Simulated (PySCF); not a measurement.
## Electronic structure of AlH₂NO in real space

Input file:

```
import pyscf.grad
from pyscf import gto, dft

system = gto.M(
    atom='mol.xyz',
    charge=0,
    verbose=3,
    max_memory=3720,
    basis='def2-tzvpd',
)

calc0 = dft.RKS(system, xc='pbe0')
calc0 = calc0.density_fit(auxbasis='def2-universal-jkfit')
calc0.conv_tol = 1e-09
calc0.grids.level = 3
calc0.max_cycle = 100
calc0.kernel()
if not calc0.converged:
    calc0 = calc0.newton().run(calc0.mo_coeff, calc0.mo_occ)

etot = calc0.e_tot
print('Final energy', etot)
grad = calc0.Gradients().kernel()
dip = calc0.dip_moment()
pop, q = calc0.mulliken_pop()
```

Command:

```sh
OMP_NUM_THREADS=2 python run.py
```

Geometry: PBE0-D4/def2-SVP.

Method: Gaussian-basis quantum chemistry of an isolated molecule with PySCF, energy and nuclear gradient, functional PBE0 in PySCF.

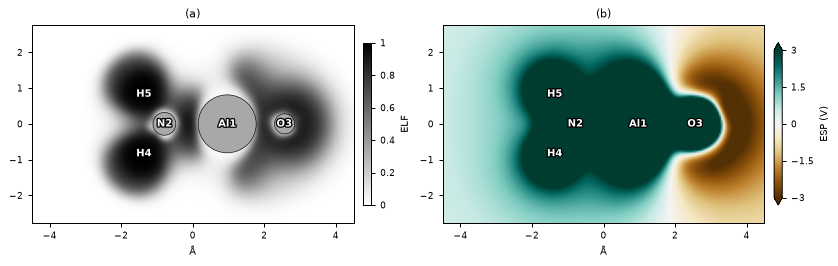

Figure 1. (a) ELF; (b) molecular electrostatic potential on the molecular plane. Grey discs cover the atomic cores in the ELF map.

Q: Describe what can be read from this map.

A:
- The plane passes through Al, N, O and H nuclei.
- Al–O (1.60 Å): the ELF peaks at about 0.80 in the valence shell of O, 0.6 Å from its nucleus, and is about 0.40 at the midpoint.
- Al–N (1.76 Å): the ELF peaks at about 0.90 in the valence shell of N, 0.7 Å from its nucleus, and is about 0.60 at the midpoint.
- N–H (1.01 Å): the ELF climbs to about 1 towards the hydrogen, as it does in any bond to H (a covalent bond by its length).
- The ELF also peaks beside O3, away from the bonds: lone-pair regions.
- Outside the dense part of the molecule the potential is most negative (−3.3 V) near O3.

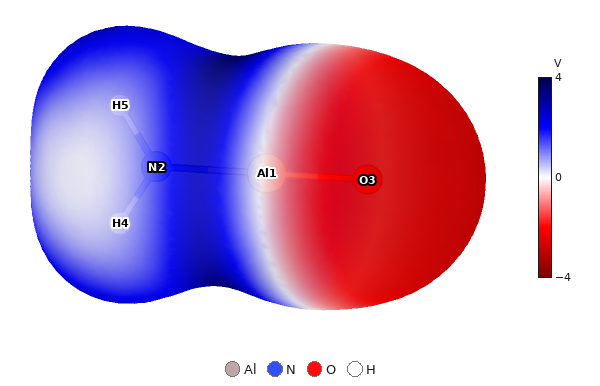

Figure 2. The electrostatic potential painted on the density surface at 0.002 e/bohr³, seen at a tilt; red is negative and blue positive.

Q: Where is the surface potential most negative and most positive?

A: The most negative region (about −2.8 V) lies over O3, the most positive (about +3.7 V) over Al1. O3 is the likeliest acceptor of a hydrogen bond.

Q: How polar is the molecule by this calculation?

A: Its dipole moment is 6.14 D.

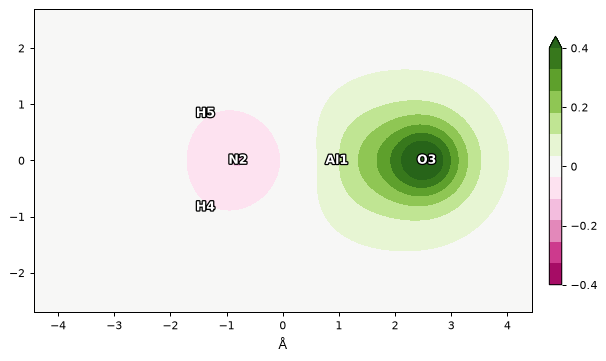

Figure 3. The HOMO on a plane 0.8 Å above the molecular plane (values in Å⁻³ᐟ²; the overall sign is arbitrary).

Q: Where does this orbital lie, and at what energy?

A: By Hirshfeld shares it lies mainly on O3 (about 80 %) and Al1 (about 20 %); it changes sign across the molecular plane (π type). Its energy is −7.25 eV.
